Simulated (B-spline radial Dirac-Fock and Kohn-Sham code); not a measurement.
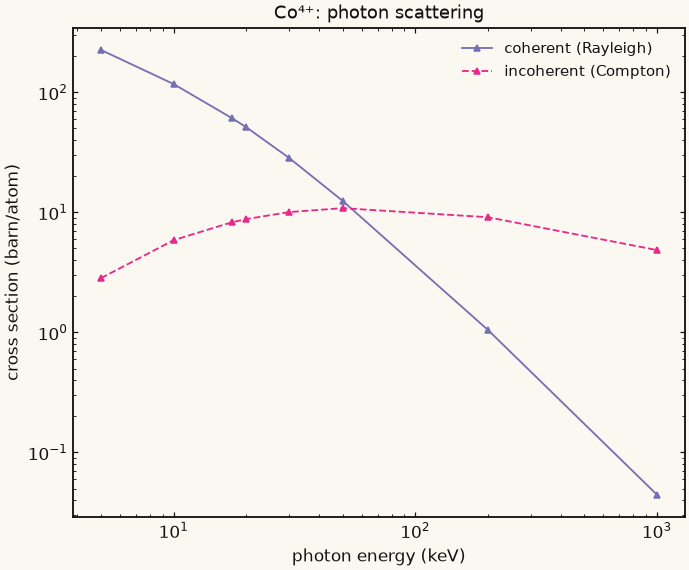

Coherent and incoherent photon scattering cross sections against photon energy, computed at the marked points and joined by straight lines. System: the ion Co⁴⁺, configuration [Ar] 3d5, inside a Watson sphere of charge −4 and radius 2.4 Å that stands in for a crystal. Method: Thomson × f² and Klein–Nishina × S on Dirac–Fock densities, without anomalous dispersion (computed with a B-spline radial code).

**Where does Compton scattering overtake Rayleigh scattering?**

Between 50.0 keV and 200 keV.
